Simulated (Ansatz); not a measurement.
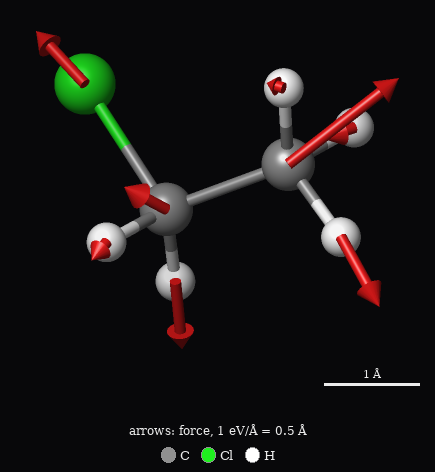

Starting geometry of C2H5Cl (coarse preliminary run) with the computed forces as red arrows. A ball-and-stick model, seen from a free direction.

The start comes from a force field.

Theory: RKS PBE-D4/def2-SVP in Ansatz. Settings: force threshold 0.03 eV/Å; at most 200 steps.

What follows when this structure is relaxed?

It isn't relaxed: the largest force vector, on a C atom, is 2.96 eV/Å. The final displacements follow the starting forces only in part (cosine between the two patterns 0.82). After 4 geometry steps the energy has fallen by 6.04 kcal/mol. Largest force component: 2.9 eV/Å at the start, 0.0033 eV/Å at the end. The atom that moves furthest after the best rigid fit is the Cl atom (0.086 Å). By element the largest moves are Cl 0.086 Å, H 0.078 Å, C 0.068 Å. Among the contacts that change: C–C 1.451 → 1.517 Å, C–Cl 1.747 → 1.810 Å, C–H 1.064 → 1.110 Å, C–H 1.137 → 1.108 Å. Among the angles between lasting bonds that change: H–C–H 103.1° → 108.3°, C–C–H 115.4° → 111.1°, H–C–H 104.7° → 108.3°.
